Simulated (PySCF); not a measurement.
**H6LaN3 (La(NH2)3): density, localisation and related maps**

Input

```
{"job": {"kind": "sp", "xc": "BP86", "basis": "ma-def2-SVP", "d3": "d3bj", "grid": 2}, "charge": 0, "multiplicity": 1}
La     0.008177    -0.002690     0.020373
N      2.316221     0.022998    -0.017369
H      2.922263     0.845461    -0.022720
H      2.949868    -0.778119    -0.028381
N     -1.169648     1.981397    -0.054833
H     -0.791507     2.930257    -0.070688
H     -2.184063     2.095584    -0.094702
N     -1.126898    -2.011535    -0.040739
H     -0.735507    -2.954815    -0.061788
H     -2.140266    -2.140543    -0.060200
```

Command:

```sh
OMP_NUM_THREADS=1 python redox_run.py task.json out
```

Geometry: PBE0-D3(BJ)/def2-SVP; core potentials replace the inner electrons of La.

Computed with DFT single point, gas phase, functional BP86 in PySCF 2.14.0, density-fitted response routines.

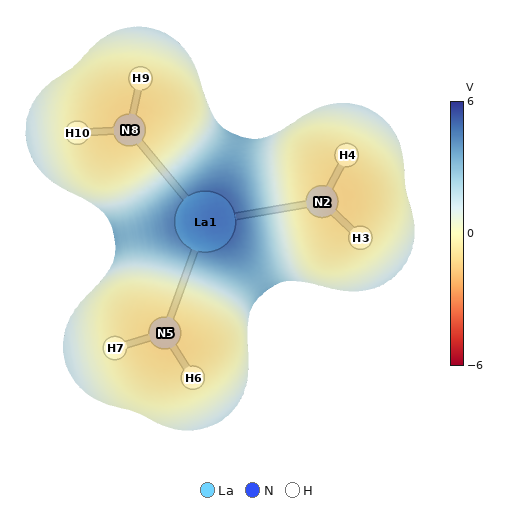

Figure 1. The molecular electrostatic potential painted on the density surface at 0.004 e/bohr³, seen across its widest extent; red is negative and blue positive.

Q: Which sites attract a positive test charge, and which a negative one?

A: A positive charge is drawn to the negative regions and a negative charge to the positive ones. The most negative region (about −1.4 V, or −32 kcal/mol for a unit charge) lies over N2, N5 and N8, the most positive (about +5.5 V, or +127 kcal/mol for a unit charge) over La1.

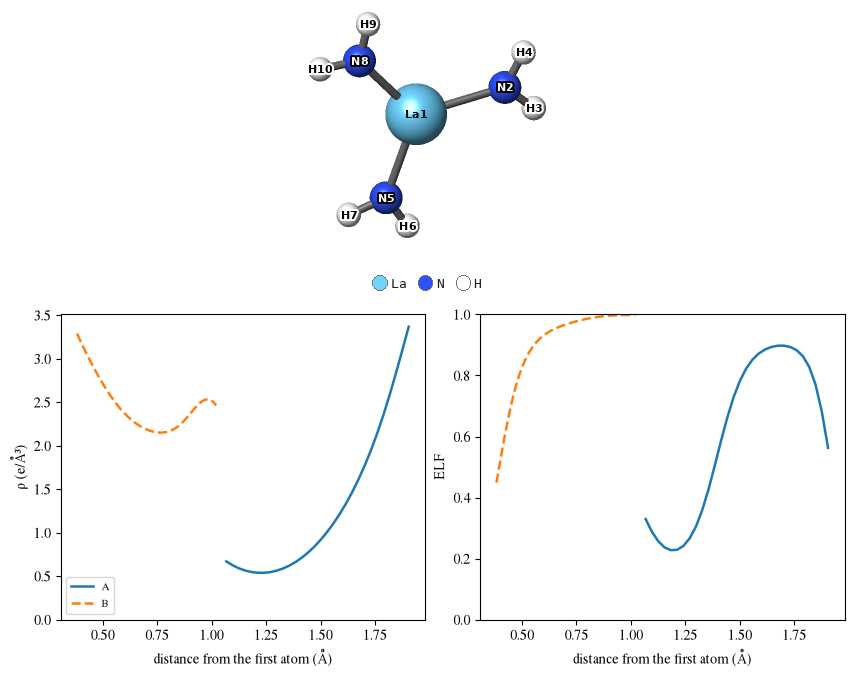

Figure 2. Electron density and electron localisation function along straight lines between neighbouring atoms. The curves leave out the atomic cores. The structure is drawn too.

Q: Which curve belongs to which contact (La–N and N–H)? The first atom named is at distance zero.

A: Curve A: La–N (2.31 Å): the density is about 0.56 e/Å³ at the midpoint; the ELF peaks at about 0.90 in the valence shell of N, 0.6 Å from its nucleus, and drops to about 0.25 between the two atoms: an ionic contact with no shared pair. Curve B: N–H (1.02 Å): the density is about 2.7 e/Å³ at the midpoint; the ELF climbs to about 1 towards the hydrogen, as it does in any bond to H (an ordinary covalent bond to hydrogen).
